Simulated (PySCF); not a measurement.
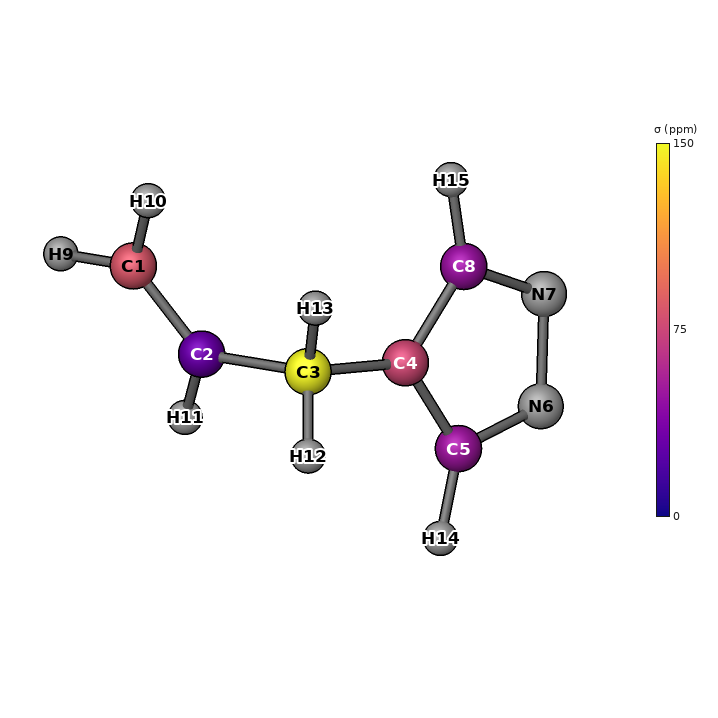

Atoms are coloured by their isotropic NMR shieldings (C only, the others grey). State: charge −1, singlet. Geometry: an end point of a reaction path computed with GFN2-xTB. Properties computed with GIAO PBE0/pcSseg-1 NMR shielding, non-relativistic, gas phase (PySCF 2.14.0).

Which C atom is the most shielded (lowest chemical shift)?

Answer. C3 (147.9 ppm).

Which C atom is the least shielded (highest chemical shift)?

Answer. C2 (29.8 ppm).

How wide is the range of C shifts?

Answer. 118.1 ppm.

List the isotropic NMR shieldings of the C atoms.

```tsv
atom	σ (ppm)
C1	83.8
C2	29.8
C3	147.9
C4	76.8
C5	50.8
C8	49.2
```
